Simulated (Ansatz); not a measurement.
**Nudged elastic band, with input and output: GaH3O**

- system: GaH3O
- method: UHF/def2-SVPD (Ansatz 0.2.0)

It belongs to a series of runs on one base structure; here: band between the two ends.

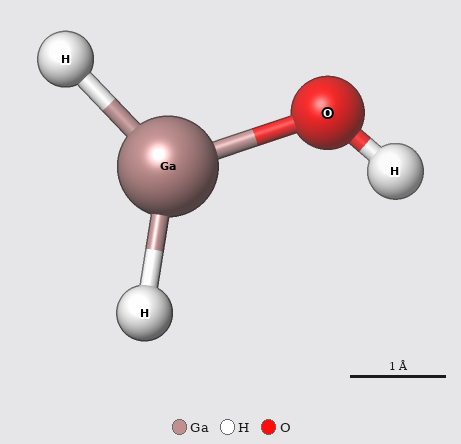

**Figure 1.** The starting structure (ball-and-stick view, seen at a tilt). Sticks mark near contacts. Bond lengths as drawn: Ga–H 1.56 to 1.57 Å, Ga–O 1.79 Å and H–O 0.94 Å.

### Key numbers

```json
{"quantity": "outcome", "value": "converged"}
{"quantity": "barrier, forward", "value": "4.001 eV"}
{"quantity": "barrier, backward", "value": "0.984 eV"}
{"quantity": "hardware", "value": "2 threads of Arm Neoverse N1, 16 GiB of memory available, shared host"}
{"quantity": "wall time", "value": "3 min (CPU time 5.5 min)"}
{"quantity": "peak memory", "value": "0.21 GiB"}
```

### Notes

The order of the saddle point was not checked.

### Input file
```yaml
crystal:
  periodic: [false, false, false]
  atoms:
    - { symbol: Ga, position_ang: [-0.356673, 0.318822, 0.279403] }
    - { symbol: H, position_ang: [-1.526314, 0.466809, -0.756342] }
    - { symbol: O, position_ang: [1.063448, -0.656998, -0.193362] }
    - { symbol: H, position_ang: [1.102501, -1.066299, -1.040628] }
    - { symbol: H, position_ang: [-0.282962, 0.937665, 1.710929] }
magnetization:
  spin_polarized: true
basis:
  gaussian: { orbitals: def2-SVPD }
hamiltonian:
  xc: hf
neb:
  order_check: false
  images: 7
  f_tol: 0.03
  max_iterations: 60
  final_atoms:
    - { symbol: Ga, position_ang: [0.55901621, 0.29084424, 1.28565899] }
    - { symbol: H, position_ang: [-1.2066238, -0.26887824, -1.98663397] }
    - { symbol: O, position_ang: [1.63294549, -0.65032297, 0.49159669] }
    - { symbol: H, position_ang: [-0.53301596, -0.54200002, -1.80688096] }
    - { symbol: H, position_ang: [-0.45232194, 1.17035599, 2.01625925] }
  initial_path:
    images:
      - { positions_ang: [[-0.356673, 0.318822, 0.279403], [-1.526314, 0.466809, -0.756342], [1.063448, -0.656998, -0.193362], [1.102501, -1.066299, -1.040628], [-0.282962, 0.937665, 1.710929]] }
      - { positions_ang: [[-0.24217965, 0.2985323, 0.36882302], [-1.34772256, 0.32825739, -0.85072151], [1.07431332, -0.67440483, -0.21863479], [0.84561479, -0.92757809, -1.03710249], [-0.3300259, 0.97519223, 1.73763577]] }
      - { positions_ang: [[-0.1276863, 0.2782426, 0.45824304], [-1.16913112, 0.18970579, -0.94510102], [1.08517863, -0.69181166, -0.24390757], [0.58872858, -0.78885719, -1.03357698], [-0.37708979, 1.01271947, 1.76434254]] }
      - { positions_ang: [[-0.01319295, 0.25795289, 0.54766305], [-0.99053969, 0.05115418, -1.03948053], [1.09604395, -0.7092185, -0.26918036], [0.33184237, -0.65013628, -1.03005147], [-0.42415369, 1.0502467, 1.7910493]] }
      - { positions_ang: [[0.1013004, 0.23766319, 0.63708307], [-0.81194825, -0.08739742, -1.13386003], [1.10690927, -0.72662533, -0.29445315], [0.07495616, -0.51141538, -1.02652596], [-0.47121758, 1.08777394, 1.81775607]] }
      - { positions_ang: [[0.21572936, 0.25095845, 0.79922705], [-0.91061714, -0.13276763, -1.34705352], [1.23841832, -0.70754974, -0.09794069], [-0.07703687, -0.51906154, -1.22161471], [-0.46649367, 1.10841945, 1.86738187]] }
      - { positions_ang: [[0.33015831, 0.26425372, 0.96137103], [-1.00928603, -0.17813783, -1.560247], [1.36992738, -0.68847415, 0.09857177], [-0.2290299, -0.5267077, -1.41670346], [-0.46176976, 1.12906496, 1.91700766]] }
      - { positions_ang: [[0.44458726, 0.27754898, 1.12351501], [-1.10795491, -0.22350804, -1.77344048], [1.50143643, -0.66939856, 0.29508423], [-0.38102293, -0.53435386, -1.61179221], [-0.45704585, 1.14971048, 1.96663346]] }
      - { positions_ang: [[0.55901621, 0.29084424, 1.28565899], [-1.2066238, -0.26887824, -1.98663397], [1.63294549, -0.65032297, 0.49159669], [-0.53301596, -0.54200002, -1.80688096], [-0.45232194, 1.17035599, 2.01625925]] }
```

Launch command:
```bash
ansatz run input.yaml --threads 2 --pin off --max-ram 3072MiB --backend cpu --events-out ev --progress --plain --runs-dir out
```

### The program's output
```
Engine: ansatz 0.2.0, aarch64-unknown-linux-gnu
Functional definition: HF
  exchange = exact_x
  correlation = 0
872 factors; integrals over basis functions are off by at most 3.1e-4 eV
mean field evaluation 1: about -54408.1481 eV, gradient 2.7e1 eV
mean field evaluation 2: about -54408.1650 eV, gradient 2.7e1 eV
mean field evaluation 4: about -54411.0525 eV, gradient 1.5e0 eV
mean field evaluation 8: about -54411.0742 eV, gradient 4.6e-4 eV
mean field -54411.07424758 eV, -1999.5700974478 hartree, gradient 1.5e-5 eV, S^2 0.000000; 0 other end points of the search recorded, 0 dependent functions left out
the calculation of the forces begins
reference -54411.07424758 eV, -1999.5700974478 hartree; 21, 21 occupied and 64, 64 virtual orbitals, 872 factors
863 factors; integrals over basis functions are off by at most 1.2e-3 eV
mean field evaluation 16: about -54408.0538 eV, gradient 5.0e-1 eV
mean field evaluation 32: about -54407.1752 eV, gradient 4.6e0 eV
mean field evaluation 64: about -54405.7906 eV, gradient 9.3e0 eV
mean field evaluation 96: about -54408.0567 eV, gradient 7.0e-5 eV
mean field -54408.05668877 eV, -1999.4592042068 hartree, gradient 2.7e-5 eV, S^2 0.000000; 1 other end points of the search recorded, 0 dependent functions left out
[... from here on the field's lines of each further geometry are left out, up to the last ...]
NEB iter   1: max|band force component| = 4.230e0 eV/Å  barrier→ = 3.9610 eV  barrier← = 0.9434 eV  Δτ_max = 0.1904 Å  (639 SCF iters)
NEB iter   2: max|band force component| = 1.755e0 eV/Å  barrier→ = 4.1365 eV  barrier← = 1.1189 eV  Δτ_max = 0.1470 Å  (241 SCF iters)
NEB iter   3: max|band force component| = 1.375e0 eV/Å  barrier→ = 4.0722 eV  barrier← = 1.0547 eV  Δτ_max = 0.1409 Å  (243 SCF iters)
NEB iter   4: max|band force component| = 1.073e0 eV/Å  barrier→ = 4.0009 eV  barrier← = 0.9833 eV  Δτ_max = 0.1281 Å  (245 SCF iters)
NEB iter   5: max|band force component| = 5.243e-1 eV/Å  barrier→ = 3.8722 eV  barrier← = 0.8546 eV  Δτ_max = 0.0400 Å  (252 SCF iters)
NEB iter   6: max|band force component| = 1.008e0 eV/Å  barrier→ = 3.8194 eV  barrier← = 0.8018 eV  CI = image 4  Δτ_max = 0.1905 Å  (227 SCF iters)
NEB iter   7: max|band force component| = 1.807e0 eV/Å  barrier→ = 4.1365 eV  barrier← = 1.1189 eV  CI = image 4  Δτ_max = 0.0931 Å  (236 SCF iters)
NEB iter   8: max|band force component| = 8.242e-1 eV/Å  barrier→ = 4.0409 eV  barrier← = 1.0233 eV  CI = image 4  Δτ_max = 0.0388 Å  (226 SCF iters)
NEB iter   9: max|band force component| = 3.910e-1 eV/Å  barrier→ = 4.0090 eV  barrier← = 0.9914 eV  CI = image 4  Δτ_max = 0.0248 Å  (224 SCF iters)
NEB iter  10: max|band force component| = 9.685e-2 eV/Å  barrier→ = 4.0016 eV  barrier← = 0.9841 eV  CI = image 4  Δτ_max = 0.0076 Å  (218 SCF iters)
NEB iter  11: max|band force component| = 9.877e-2 eV/Å  barrier→ = 4.0013 eV  barrier← = 0.9838 eV  CI = image 4  Δτ_max = 0.0037 Å  (212 SCF iters)
NEB iter  12: max|band force component| = 3.736e-2 eV/Å  barrier→ = 4.0013 eV  barrier← = 0.9838 eV  CI = image 4  Δτ_max = 0.0021 Å  (214 SCF iters)
the calculation of the forces begins
reference -54408.05227869 eV, -1999.4590421396 hartree; 21, 21 occupied and 64, 64 virtual orbitals, 869 factors
873 factors; integrals over basis functions are off by at most 8.3e-4 eV
mean field evaluation 1152: about -54403.0783 eV, gradient 2.5e0 eV
mean field -54407.07295322 eV, -1999.4230525924 hartree, gradient 1.6e-5 eV, S^2 0.000000; 1 other end points of the search recorded, 0 dependent functions left out
the calculation of the forces begins
reference -54407.07295322 eV, -1999.4230525924 hartree; 21, 21 occupied and 64, 64 virtual orbitals, 873 factors
NEB iter  13: max|band force component| = 2.144e-2 eV/Å  barrier→ = 4.0013 eV  barrier← = 0.9837 eV  CI = image 4  Δτ_max = 0.0000 Å  (691 SCF iters)
```

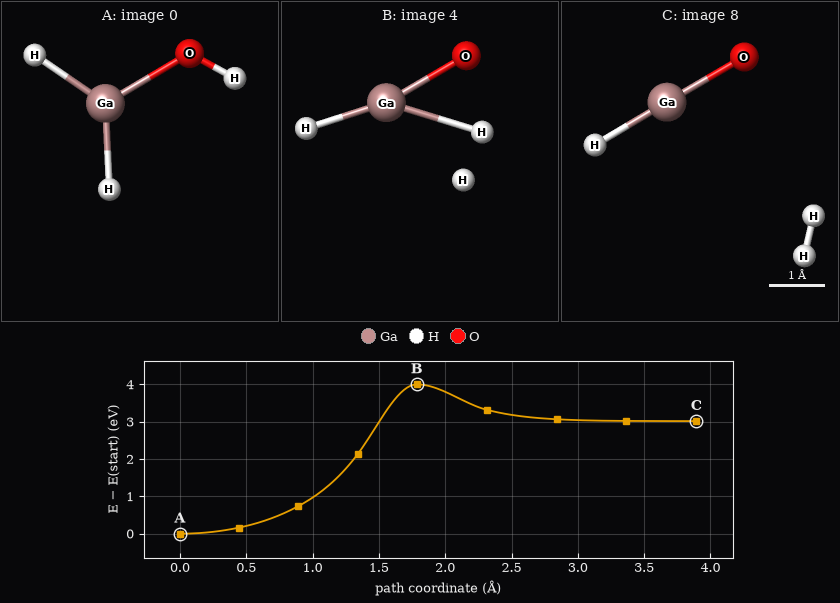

**Figure 2.** Images of the last band (counted from 0; ball-and-stick, seen on its broad side) above the energy along the path; the line is a cubic interpolation that uses the forces. The highest image is number 4, 4.001 eV above the start and 0.984 eV above the end (the climbing image); the end lies 3.018 eV above the start. The path is 3.89 Å long. The band converged in 13 iterations.

```
Total energy: -54407.07295322 eV, -1999.4230525924 hartree
Atom 0 at     0.157806     0.215170     0.651230 Å, force     0.006893    -0.010057    -0.012401 eV/Å
Atom 1 at    -0.822270    -0.048815    -1.061645 Å, force    -0.000455     0.000880     0.000636 eV/Å
Atom 2 at     1.182697    -0.759023    -0.276779 Å, force    -0.004462     0.004991     0.004664 eV/Å
Atom 3 at     0.010361    -0.480828    -1.034066 Å, force     0.001344    -0.001290    -0.000327 eV/Å
Atom 4 at    -0.528594     1.073495     1.721259 Å, force    -0.003320     0.005476     0.007428 eV/Å
Dipole moment:    -0.567018     0.590078     0.624408 e Å
this run last wrote the band of iteration 13 to [file]
```

### The last band as extended XYZ (Å, eV, eV/Å)
```
5
Properties=species:S:1:pos:R:3:forces:R:3 image=0 energy=-54411.07425
Ga   -0.3567    0.3188    0.2794    0.0051  -0.0049  -0.0026
H    -1.5263    0.4668   -0.7563   -0.0003   0.0015   0.0019
O     1.0634   -0.6570   -0.1934   -0.0020   0.0033   0.0023
H     1.1025   -1.0663   -1.0406   -0.0002  -0.0016  -0.0022
H    -0.2830    0.9377    1.7109   -0.0026   0.0017   0.0006
5
Properties=species:S:1:pos:R:3:forces:R:3 image=1 energy=-54410.91052
Ga   -0.2720    0.3141    0.3680   -0.1766   0.0308  -0.1409
H    -1.2939    0.3144   -0.8178   -0.3962   0.2479   0.0804
O     1.0901   -0.6837   -0.2219   -0.0206   0.0626   0.1126
H     0.8352   -0.9476   -1.0922    0.4466  -0.2541  -0.0341
H    -0.3594    1.0029    1.7639    0.1469  -0.0873  -0.0181
5
Properties=species:S:1:pos:R:3:forces:R:3 image=2 energy=-54410.33617
Ga   -0.1651    0.2956    0.4517   -0.6893   0.1566  -0.4568
H    -1.0689    0.1764   -0.8564   -0.7352   0.5752   0.3977
O     1.0979   -0.7226   -0.2981    0.0104   0.1255   0.2828
H     0.5655   -0.7970   -1.0793    1.0903  -0.7397  -0.3433
H    -0.4295    1.0476    1.7821    0.3239  -0.1176   0.1195
5
Properties=species:S:1:pos:R:3:forces:R:3 image=3 energy=-54408.94664
Ga   -0.0029    0.2576    0.5566   -1.8427   0.4870  -1.0760
H    -0.9070    0.0513   -0.9414   -0.9367   1.1222   1.3505
O     1.0907   -0.7536   -0.3717   -1.0599   0.0839  -1.0564
H     0.3078   -0.6260   -1.0052    3.4319  -1.6771   0.3446
H    -0.4886    1.0708    1.7617    0.4075  -0.0161   0.4373
5
Properties=species:S:1:pos:R:3:forces:R:3 image=4 energy=-54407.07295
Ga    0.1578    0.2152    0.6512    0.0069  -0.0101  -0.0124
H    -0.8223   -0.0488   -1.0616   -0.0005   0.0009   0.0006
O     1.1827   -0.7590   -0.2768   -0.0045   0.0050   0.0047
H     0.0104   -0.4808   -1.0341    0.0013  -0.0013  -0.0003
H    -0.5286    1.0735    1.7213   -0.0033   0.0055   0.0074
5
Properties=species:S:1:pos:R:3:forces:R:3 image=5 energy=-54407.75327
Ga    0.3344    0.1908    0.8040    0.3326  -0.0535   0.2722
H    -0.9084   -0.0776   -1.2262   -0.1818  -0.0286  -0.2739
O     1.3812   -0.7573   -0.0397    0.3403  -0.0059   0.3827
H    -0.2315   -0.4285   -1.2016   -0.4617   0.1065  -0.3057
H    -0.5758    1.0726    1.6635   -0.0295  -0.0186  -0.0754
5
Properties=species:S:1:pos:R:3:forces:R:3 image=6 energy=-54408.00746
Ga    0.4547    0.1991    0.9629    0.0496  -0.0006   0.0564
H    -1.0539   -0.0950   -1.4345   -0.0616   0.0006  -0.0705
O     1.5765   -0.7390    0.2291    0.0686   0.0026   0.0856
H    -0.3882   -0.4408   -1.4111   -0.0664   0.0004  -0.0764
H    -0.5892    1.0757    1.6536    0.0098  -0.0030   0.0049
5
Properties=species:S:1:pos:R:3:forces:R:3 image=7 energy=-54408.05228
Ga    0.5407    0.2270    1.1240    0.0041   0.0011   0.0073
H    -1.1839   -0.1396   -1.6840   -0.0066  -0.0014  -0.0108
O     1.7224   -0.7017    0.4817    0.0062   0.0009   0.0093
H    -0.5179   -0.4809   -1.6497   -0.0069  -0.0012  -0.0106
H    -0.5613    1.0953    1.7280    0.0031   0.0006   0.0049
5
Properties=species:S:1:pos:R:3:forces:R:3 image=8 energy=-54408.05669
Ga    0.5590    0.2908    1.2857   -0.0071  -0.0055  -0.0242
H    -1.2066   -0.2689   -1.9866   -0.0075   0.0020  -0.0056
O     1.6329   -0.6503    0.4916    0.0071  -0.0024   0.0045
H    -0.5330   -0.5420   -1.8069    0.0093  -0.0035   0.0047
H    -0.4523    1.1704    2.0163   -0.0018   0.0094   0.0206
```
